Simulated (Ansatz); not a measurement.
Take HfO2 in the fluorite structure (space group Fm-3m, No. 225; a = 5.0010 Å) as the base.

Modification: every lattice vector is shortened by 1.50 %, atoms relaxed at fixed cell.

Method: LDA (Ansatz, a quantum-chemistry and plane-wave program; PAW; 420 eV plane waves; without spin-orbit coupling).

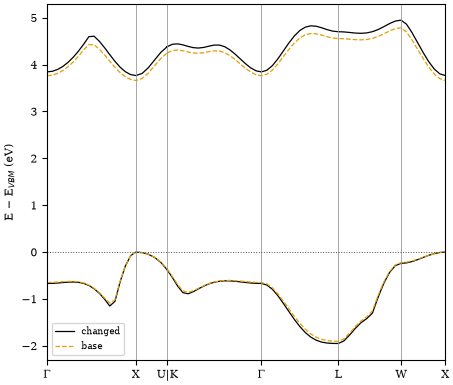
Highest valence and lowest conduction band along the path, each from its own valence-band maximum

Problem. From the figure, how large is the changed gap, and is it direct?

Solution. About 3.8 eV, direct at X.

Spin-orbit coupling, missing from the scalar runs, can matter with Hf. The cells carry an imposed strain or load. No phonon test of stability was made. This is not the structure that HfO2 has at room temperature and ambient pressure.
